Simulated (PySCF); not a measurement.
C6H12Si, SMILES CC(C)C[SiH2]C#C, singlet at its GFN2-xTB optimised geometry (Å):

```
19

C      0.6643    -0.2410     3.9854
C      1.2900     0.1302     3.0284
Si     2.2248     0.6942     1.5328
C      1.4100    -0.0915     0.0000
C     -0.1202    -0.0915     0.0000
C     -0.6749     1.3294     0.0000
C     -0.6486    -0.8600    -1.2110
H      0.1218    -0.5647     4.8273
H      2.1852     2.1624     1.4928
H      3.6135     0.2284     1.6472
H      1.7615     0.4172    -0.9011
H      1.7522    -1.1263    -0.0822
H     -0.4662    -0.5976     0.9088
H     -0.3880     1.8548     0.9078
H     -0.2967     1.8843    -0.8568
H     -1.7615     1.3138    -0.0553
H     -0.3249    -0.3823    -2.1342
H     -0.2809    -1.8843    -1.2083
H     -1.7364    -0.8884    -1.2036
```

Method: PBE0/def2-SVP (PySCF). Cells within 0.4 Å of a nucleus heavier than hydrogen are left out (blank, or x).

Map of the deformation density (molecule minus spherical neutral atoms) (e/bohr³) on the plane z = 0.0 Å:

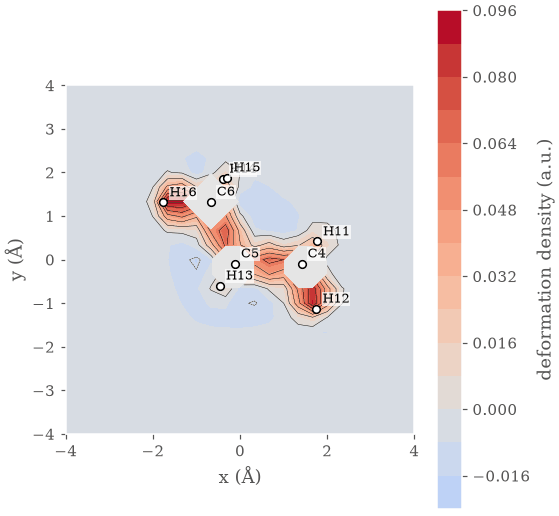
Figure: Deformation density (molecule minus spherical neutral atoms) (e/bohr³) on the plane z = 0.0 Å.
